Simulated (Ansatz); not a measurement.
Input file:

```
crystal:
  periodic: [false, false, false]
  atoms:
    - {symbol: Ge, position_ang: [0.351085, -1.052913, 0.522198]}
    - {symbol: H, position_ang: [-1.615796, 1.070838, 1.378516]}
    - {symbol: N, position_ang: [0.732008, -0.386782, -1.123860]}
    - {symbol: H, position_ang: [-2.130126, 0.547724, 1.230579]}
    - {symbol: H, position_ang: [0.999366, 0.205775, 1.270975]}
    - {symbol: H, position_ang: [1.184403, 0.493043, -1.311930]}
    - {symbol: H, position_ang: [0.479061, -0.877585, -1.966378]}
basis:
  gaussian: {orbitals: def2-TZVPP}
hamiltonian: {xc: pbe0, dispersion: d4}
output: {orbitals: {seedname: orbitals}}
```

Run with:

```sh
ansatz run in.yaml --threads 2 --pin off --events-out ev --progress --plain --max-ram 4352MiB
```

The product side of a reaction path; geometry: PBE0-D4/def2-TZVP.

All numbers below come from RKS PBE0-D4/def2-TZVPP (Ansatz 0.2.0).

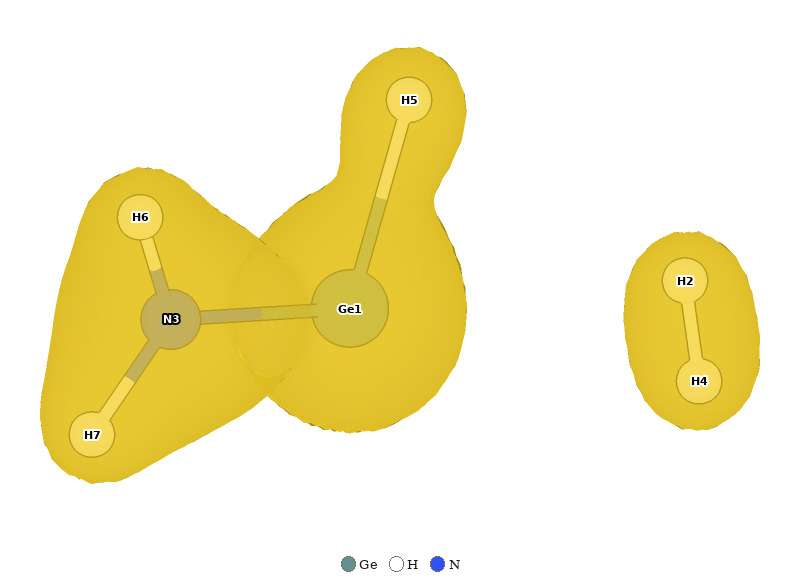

GeH₃N···H₂. Isosurface of the electron density at 0.6 e/Å³ (yellow), seen at an oblique angle.

Which contacts does the surface bridge?

Answer. At this value the surface falls into two separate pieces. It bridges the sampled Ge–N (1.82 Å), H–H (0.75 Å) and N–H (1.01 Å) contacts, where the density stays above the isovalue. It is pinched off along the sampled Ge···H (3.02 Å) contacts. On the grid the lowest density along these lines, outside the cores, is 0.04 e/Å³ (Ge···H, 3.02 Å), 0.95 e/Å³ (Ge–N, 1.82 Å), 1.8 e/Å³ (H–H, 0.75 Å) and 2.3 e/Å³ (N–H, 1.01 Å).
